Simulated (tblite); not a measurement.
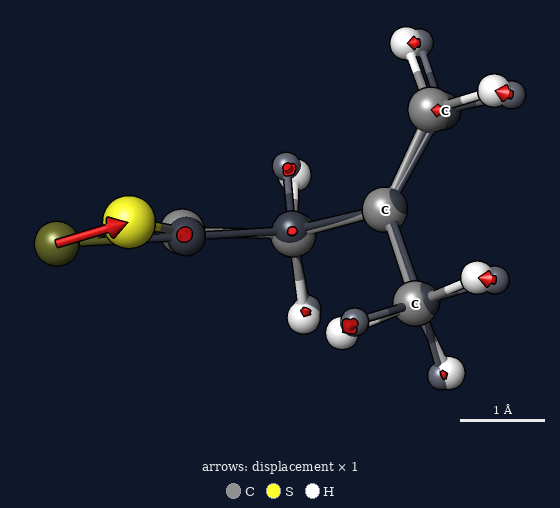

A relaxation of C5H7S (multiplicity 2). The starting structure is drawn faded, the final one solid; red arrows show the displacements, at their true length. The two geometries are superimposed by the best rigid fit.

A ball-and-stick model, seen at a tilt.

Level of theory: GFN2-xTB geometry optimisation, gas phase in tblite. 

Which element moves most?

Sulfur: up to 0.96 Å, against 0.27 Å for hydrogen.

What did the optimiser do to the structure, and how much energy did it gain?

Over 86 geometry steps the energy falls by 30.0 kcal/mol. The atom that moves furthest after the best rigid fit is the S atom (0.96 Å). By element the largest moves are S 0.96 Å, H 0.27 Å, C 0.23 Å. Among the contacts that change: C–S 1.801 → 1.574 Å, C–H 1.108 → 1.086 Å, C–H 1.088 → 1.077 Å, C–C 1.502 → 1.495 Å. Bond angles that change, for instance: C–C–S 179.5° → 137.8°, C–C–H 109.7° → 106.6°. The run took 0.32 s on 1 thread of Arm Neoverse V2 (shared host).
